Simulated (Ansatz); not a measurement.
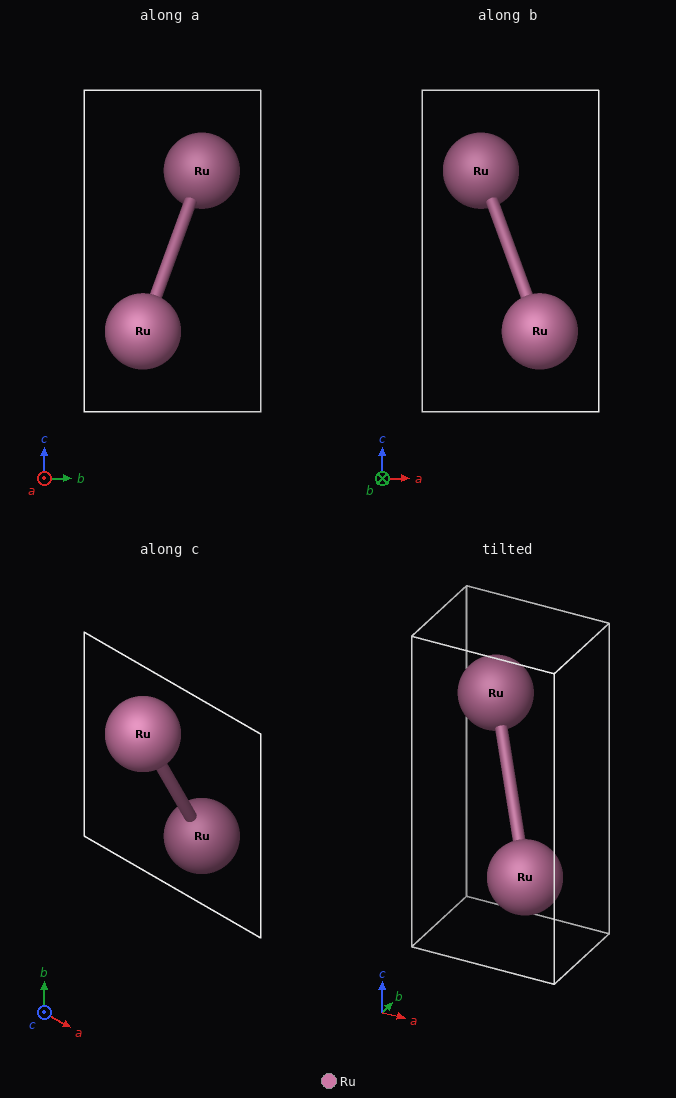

Structure drawing (ball-and-stick), viewed along the a axis, along the b axis, along the c axis and slightly off an axis. The conventional unit cell is outlined; an atom on or near a face, edge or corner is repeated at each equivalent position.

Lattice parameters: a = 2.722 Å, b = 2.722 Å, c = 4.290 Å, α = 90.00°, β = 90.00°, γ = 120.00°. Put a along x and b in the xy plane.

> Put the structure into a POSCAR file.

```
Ru
1.0
     2.722    0.000    0.000
    -1.361    2.357    0.000
     0.000    0.000    4.290
Ru
2
Direct
  0.3333 0.6667 0.7500
  0.6667 0.3333 0.2500
```

Origin of the cell: the standard structure of this element. It was relaxed at fixed volume with DFT r2SCAN, scalar-relativistic, plane waves, PAW (Ansatz 0.2.0).

At this level of theory the cell isn't at rest (stretched, at -6 GPa), so its distances can differ from those at equilibrium, the more so the softer the solid.
